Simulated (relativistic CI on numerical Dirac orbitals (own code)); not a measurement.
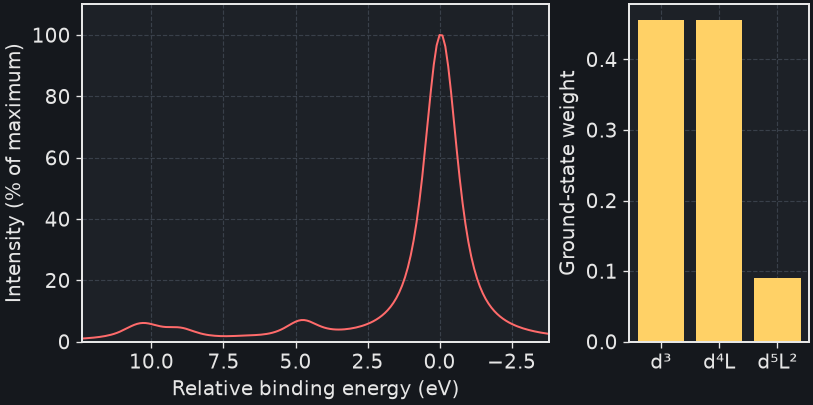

1s photoemission of nominal V²⁺ (d³) with Δ = 4.2, U_dd = 4.7, U_pd = 5.4, 10Dq = 0.45 (ligand 0.9), V(eg) = 3.05, V(t2g) = −1.62 eV, final-state hopping scaled by 0.8. Charge-transfer multiplet model of a cubic metal–ligand cluster, up to 2 ligand holes (L), atomic integrals computed for Dirac–Coulomb–Breit ions and scaled by 0.9, 300 K, Voigt broadening (Lorentzian 1.1 eV, Gaussian 0.6 eV). Energies are counted from the highest peak in the lower part of the range.

**What does the figure show?**

The main maxima lie at 0.0 eV (100) and 4.7 eV (7), heights in % of the largest. The ground state is 46 % d³, 46 % d⁴L and 9 % d⁵L², with 3.63 d electrons and S = 1.50.
